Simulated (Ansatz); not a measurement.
System: CaPbCl₆.

Input file:

```
crystal:
  lattice:
    - [5.0687798215, 0.0, 0.0]
    - [0.0, 3.9868659031, 4.5404669903]
    - [0.0, -3.9868659031, 4.5404669903]
  atoms:
    - { symbol: Ca, position: [0.5, 0.5350721974, 0.5350721974] }
    - { symbol: Pb, position: [0.0, 0.9601874096, 0.9601874096] }
    - { symbol: Cl, position: [0.0, 0.8359072789, 0.4329009529] }
    - { symbol: Cl, position: [0.0, 0.4329009529, 0.8359072789] }
    - { symbol: Cl, position: [0.0, 0.3649583138, 0.3649583138] }
    - { symbol: Cl, position: [0.5, 0.6556703373, 0.0778279453] }
    - { symbol: Cl, position: [0.5, 0.0778279453, 0.6556703373] }
    - { symbol: Cl, position: [0.5, 0.1374765646, 0.1374765646] }
kpoints:
  mp_grid: { grid: [6, 6, 6] }
  band_path:
    path:
      - [0.0, 0.0, 0.0]
      - [0.0, 0.5, 0.5]
      - [0.0, 0.5572465232, 0.4427534768]
      - [0.0, 0.4427534768, -0.4427534768]
      - [0.5, 0.0, 0.0]
      - [0.5, 0.4427534768, -0.4427534768]
      - [0.5, 0.5572465232, 0.4427534768]
      - [0.5, 0.5, 0.5]
      - [0.0, 0.5, 0.0]
    npoints: 1
hamiltonian:
  xc: r2scan
  dispersion: rvv10
scf:
  occupations: { method: fermi_dirac, width: 0.03 }
  n_extra_bands: 6
output:
  forces: true
  stress: true
  eigenvalues: true
  write_density: true
  write_potential: true
  elf: true
  volumetric_format: npy
```

Run with:

```sh
ansatz run input.yaml --threads 4 --pin off --max-ram 4608MiB --backend cpu --events-out ev --progress --plain --runs-dir out
```

Below, planes, directions and counts refer to the conventional cell (a = 5.07 Å, b = 7.97 Å, c = 9.08 Å, α = 90.00°, β = 90.00°, γ = 90.00°).

Space group Amm2; a structure from a database of computed crystals, not necessarily the ambient phase; started from the LaYMg6-38 prototype, which need not be the ambient phase.

Theory: DFT, r2SCAN+rVV10, plane waves, PAW in Ansatz.

### Predict the valence pseudo-density and electron localisation function between the atoms.

Ca–Cl (2.76 Å): ρ at the midpoint is about 0.2 e/Å³, with its minimum of 0.18 e/Å³ about 1.2 Å from Ca; the ELF peaks at about 0.90 in the valence shell of Cl, 0.8 Å from its nucleus, and is about 0.25 at the midpoint; a closed-shell, largely ionic contact.
Pb–Cl (2.86 Å): ρ is about 0.24 e/Å³ halfway; the ELF peaks at about 0.85 in the valence shell of Cl, 0.8 Å from its nucleus, and drops to about 0.15 between the two atoms.
Ca–Cl (2.97 Å): ρ is about 0.13 e/Å³ halfway, with its minimum of 0.11 e/Å³ about 1.3 Å from Ca; the ELF peaks at about 0.90 in the valence shell of Cl, 0.9 Å from its nucleus, and drops to about 0.05 between the two atoms (a closed-shell, largely ionic contact).

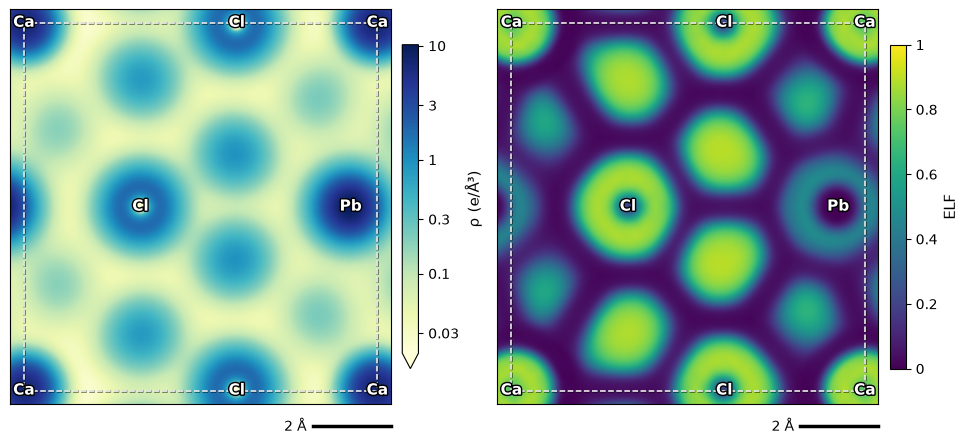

Computed valence pseudo-density and electron localisation function on the (11̄0) plane of the conventional cell, in this order. Atoms just off the plane (Cl, 0.9 Å away) can leave unmarked features too.

The density is the valence pseudo-density of a PAW calculation; it isn't the true density close to the nuclei.
